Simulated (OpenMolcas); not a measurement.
# HO (SMILES [OH]): a chain of runs

Aim: the energy (ROHF/3-21G), then a single-point energy (FCI/3-21G) of HO. 

The calculation is run with OpenMolcas 26.06.

**1. Starting point**

The species is HO (2 atoms), typed as a doublet with charge 0. As SMILES, `[OH]`. The start is not the relaxed shape.

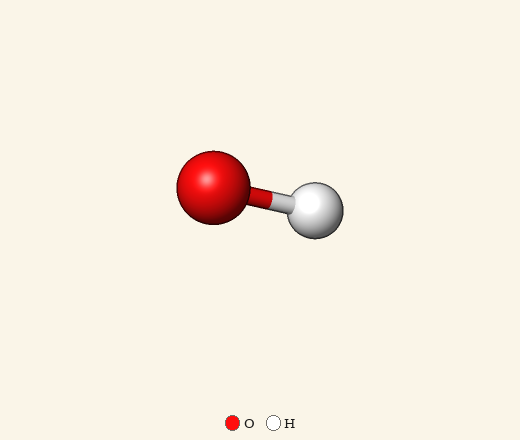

The structure, seen from a chosen angle (oxygen red, hydrogen white).

**2. A single-point energy at ROHF/3-21G (run 1)**

input.xyz

```xyz
2

O      0.617642    -0.197741     0.318638
H     -0.411770     0.131830    -0.212430
```

step1.input

```
* HO Hartree-Fock

&GATEWAY
 BasLib=$CurrDir
 Coord=input.xyz
 Basis=3-21G
 Group=NoSym

&SEWARD

&SCF
 UHF
 Spin=2
 PrOrbitals=1 1

&RASSCF
 FileOrb=$Project.UnaOrb
 Spin=2
 Nactel=1 0 0
 Inactive=4
 Ras2=1
 OutOrbitals=Canonical
 OrbListing=Nothing
```

The basis set 3-21G is read from a file made from the Basis Set Exchange's data (not shown).

Started as:

```console
$ export MOLCAS_MEM=1860
$ pymolcas step1.input > step1.log
```

What it wrote:

```text
--- Start Module: gateway ---

                                              &GATEWAY

                       available to each process: 1.9 GB of memory, 1 thread

 Basis Set     1 Label: O.3-21G
 Basis set is read from library:.
 basistype.tbl is not found

 Basis Set     2 Label: H.3-21G
 Basis set is read from library:.
 basistype.tbl is not found

++    Symmetry information:
      ---------------------

                    Character Table for C1

                             E
                    a        1  x, y, xy, Rz, z, xz, Ry, yz, Rx, I
--

++    Basis set information:
      ----------------------

      Basis set label: O.3-21G.........

      Electronic valence basis set:
      ------------------
      Associated Effective Charge   8.000000 au
      Associated Actual Charge      8.000000 au
      Nuclear Model: Point charge

      Shell  nPrim  nBasis  Cartesian Spherical Contaminant
         s       6       3        X
         p       3       2        X

      Basis set label: H.3-21G.........

      Electronic valence basis set:
      ------------------
      Associated Effective Charge   1.000000 au
      Associated Actual Charge      1.000000 au
      Nuclear Model: Point charge

      Shell  nPrim  nBasis  Cartesian Spherical Contaminant
         s       3       2        X
--

[... 62 lines left out ...]
      Nuclear repulsion energy =    3.51525073
[... 43 lines left out ...]
                               UHF SCF        iterations: Energy and convergence statistics
[... 19 lines left out ...]
 *                                             SCF/KS-DFT Program, Final results                                             *
[... 66 lines left out ...]
      Title: Natural orbitals
[... 50 lines left out ...]
      Nuclear repulsion energy =    3.51525073
[... 67 lines left out ...]
                                         RASSCF iterations: Energy and convergence statistics
[... 18 lines left out ...]
      Note: transformation to natural orbitals
[... 3 lines left out ...]
      energy=     -74.942573
[... 3 lines left out ...]
      Natural orbitals and occupation numbers for root  1
[... 6 lines left out ...]
++    Final optimization conditions:
[... 13 lines left out ...]
      Final state energy(ies):
[... 3 lines left out ...]
      Von Neumann Entropy (Root   1) =  0.50000
[... 13 lines left out ...]
      N-E     -0.2969  0.2969

      Total electronic charge=    9.000000

      Total            charge=   -0.000000
--

      Expectation values of various properties for root number:  1
      -----------------------------------------------------------

++    Molecular properties:
      ---------------------

      Charge (e):
                      =   -0.0000
      Dipole Moment (debye):
      Origin of the operator (angstrom)=    0.5566   -0.1782    0.2872
                   X= -1.6284E+00               Y=  5.2134E-01               Z= -8.4008E-01           Total=  1.9051E+00
      Quadrupole Moment (debye*angstrom):
      Origin of the operator (angstrom)=    0.5566   -0.1782    0.2872
                  XX= -4.4519E+00              XY= -7.1045E-01              XZ=  8.2587E-01              YY= -5.7150E+00
                  YZ=  1.8769E-01              ZZ= -5.2828E+00
      In traceless form (debye*angstrom)
                  XX=  1.0470E+00              XY= -1.0657E+00              XZ=  1.2388E+00              YY= -8.4771E-01
                  YZ=  2.8154E-01              ZZ= -1.9928E-01
--

      Mulliken spin population analysis for root number:  1
      ---------------------------------------------------

++    Molecular charges:
      ------------------

      Mulliken spin population per centre
      ---------------------------

                O1      H2
      Total    1.0000  0.0000

      Total electronic spin=    1.000000
--

      Canonical orbitals are written to the RASORB file
      Natural orbitals for root   1 are written to the RASORB.1 file
      Spin density orbitals for root   1 are written to the SPDORB.1 file

--- Stop Module: rasscf /rc=_RC_ALL_IS_WELL_ ---

.##################.
.# Happy landing! #.
.##################.

    Timing: Wall=3.24 User=2.39 System=0.74
```

Wall time 3.6 s (1 thread of AMD EPYC 7R43 (Zen 3), shared host); peak memory 0.37 GiB.

**3. A single-point energy at FCI/3-21G (run 2)**

input.xyz is that of step 2.

step2.input

```
&gateway
baslib = $CurrDir
coord = input.xyz
basis = 3-21G
group = NoSym
&seward
&rasscf
fileorb = $CurrDir/step1.RasOrb
spin = 2
nactel = 7 0 0
inactive = 1
ras2 = 10
ciroot = 3 3 1
orblisting = Nothing
orbappear = Compact
cionly
```

The basis set 3-21G is read from a file made from the Basis Set Exchange's data (not shown).

Started as:

```console
$ export MOLCAS_MEM=1860
$ pymolcas step2.input > step2.log
```

What it wrote (excerpt; [...] marks lines left out):

```text
--- Start Module: gateway ---
[...]
      printout of CI-coefficients larger than  0.05 for root  1
[... 6 lines left out ...]
      printout of CI-coefficients larger than  0.05 for root  2
[... 6 lines left out ...]
      printout of CI-coefficients larger than  0.05 for root  3
[... 8 lines left out ...]
      Natural orbitals and occupation numbers for root  1
[... 9 lines left out ...]
      *                                                    Final results                                                     *
[... 16 lines left out ...]
      Final state energy(ies):
[...]
::    RASSCF root number  3 Total energy:    -74.89118904
[...]
      Dipole Moment (debye):
[... 3 lines left out ...]
      Origin of the operator (angstrom)=    0.5566   -0.1782    0.2872
                  XX= -3.1443E+00              XY= -1.0114E+00              XZ=  1.6298E+00              YY= -5.9797E+00
[...]
--- Stop Module: rasscf /rc=_RC_ALL_IS_WELL_ ---
[...]
```

Run time: 3.6 s. Hardware: 1 thread of AMD EPYC 7R43 (Zen 3), shared host; peak memory 0.37 GiB.

**4. What came out**

```
                                                           quantity         value
                                    run 1, ROHF/3-21G: total energy  -74.94257 Eh
                                   run 1, ROHF/3-21G: dipole moment        1.91 D
                                     run 2, FCI/3-21G: total energy  -75.05031 Eh
run 2, FCI/3-21G: lowest excitation energy within this active space       4.33 eV
```
